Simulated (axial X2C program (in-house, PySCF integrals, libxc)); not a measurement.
## GeSi⁻: relativistic diatomic calculation

System: GeSi⁻, single determinant with M_S = 1/2 and |Λ| = 1.
Method: PBE0, spin-free X2C-1e, Ge dyall-acv3z, Si dyall-av3z (cores contracted) (axial X2C program (in-house, PySCF integrals, libxc)).

**Key numbers**

- outcome: converged
- bond length rₑ: 2.234 Å
- ωₑ: 446.6 cm⁻¹
- energy at the minimum: −2388.57959 hartree
- depth below the fragments: 3.50 eV
- largest ⟨S²⟩ along the curve: 0.77
- hardware: 1 CPU thread, shared host
- wall time: 19 s

**Remarks**

Caveats: some points did not converge; 8 of the 10 points asked for were kept.

**Input file**
```
{"zs": [32, 14], "q": -1, "bas": ["dyall-acv3z", "dyall-av3z"], "levels": ["PBE0", "HF", "PBEsol"], "cc": true, "r0": 2.37, "thr": -1.0, "nmax": 90, "npts": 10, "nst": 2, "ntry": 6}
```

The line is the task of a batch: nuclear charges, charge, bases, the levels to run, a first guess of the distance and further settings. This report covers PBE0 without spin-orbit coupling. The log is that of the reference distance 2.239 Å, started from orbitals converged before.

The run was one of a batch that the task file lists, launched with:
```bash
python <driver script> task.json out
```

**Log**
```
spin-free X2C-1e  PBE0
basis functions 186  fitting functions 1029  grid points 5081
iter        total energy     max residual
   1      -2388.579587968     7.67e-06
   2      -2388.579587972     8.07e-06
   3      -2388.579587974     5.57e-06
converged
one-electron -3545.96039291  Coulomb 1152.42322910  exact exchange -24.74620528  xc functional -76.17893014  nuclear repulsion 105.88271125
```

**The points of the curve**

| R (Å) | E (hartree) | dipole (D; origin at the first atom, positive when the second is positive) | highest filled (eV) | lowest empty (eV) |
| --- | --- | --- | --- | --- |
| 2.038 | −2388.565907 | −4.98 | −0.35 | 1.14 |
| 2.105 | −2388.574185 | −5.19 | −0.40 | 1.20 |
| 2.172 | −2388.578447 | −5.40 | −0.35 | 1.25 |
| 2.239 | −2388.579588 | −5.60 | −0.28 | 1.29 |
| 2.317 | −2388.577879 | −5.82 | −0.21 | 1.33 |
| 2.396 | −2388.573738 | −6.04 | −0.15 | 1.37 |
| 2.497 | −2388.565901 | −6.32 | −0.09 | 1.40 |
| 2.620 | – | – | −0.05 | 1.42 |

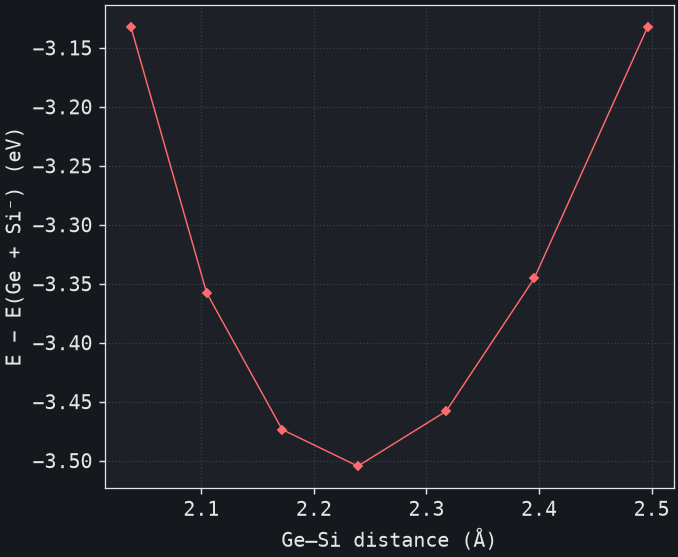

Energy at 7 bond lengths, for one set of occupations held fixed; the line joins the points. A polynomial of degree 5 through 7 points gives rₑ = 2.234 Å, ωₑ = 446.6 cm⁻¹, ωₑxₑ = 1.2 cm⁻¹ and Bₑ = 0.1664 cm⁻¹. The minimum lies 3.50 eV below Ge + Si⁻, each computed as one determinant at the same level. 1 further points did not converge.

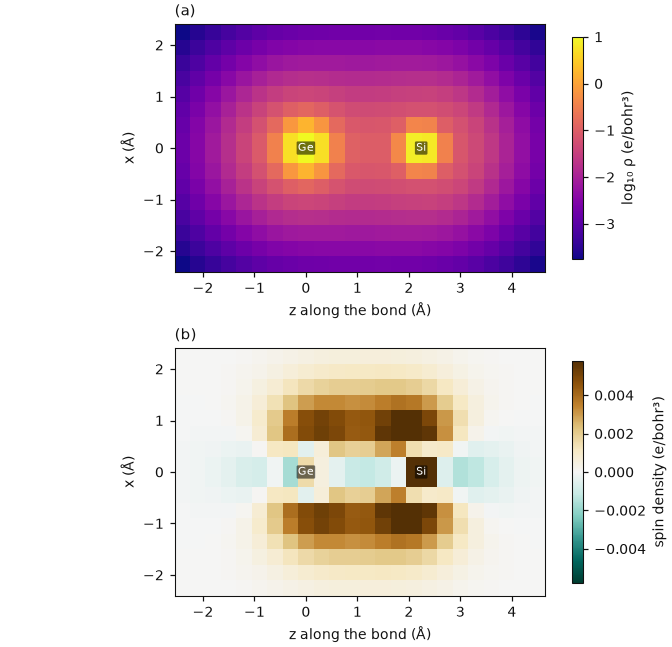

(a) electron density on a logarithmic scale; (b) spin density, in a plane that holds the axis, at 2.24 Å, on points 0.3 Å apart (one half computed, the other mirrored); the structure near the nuclei is finer than these points.

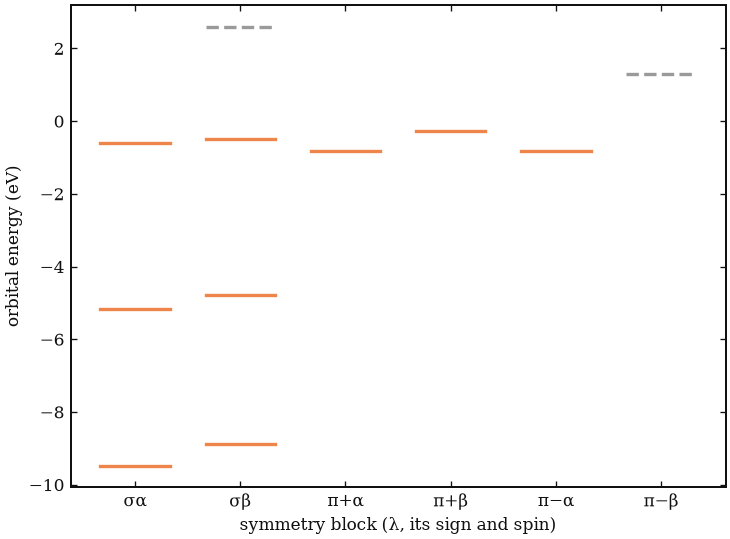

Orbital energies near the frontier at 2.24 Å, filled (solid) and empty (dashed); a label such as π−α means λ = −1 and α spin. The highest filled orbital (π+β; 45 % Ge p, 45 % Si p) lies at −0.28 eV, the lowest empty one (π−β; 46 % Ge p, 46 % Si p) at 1.29 eV.
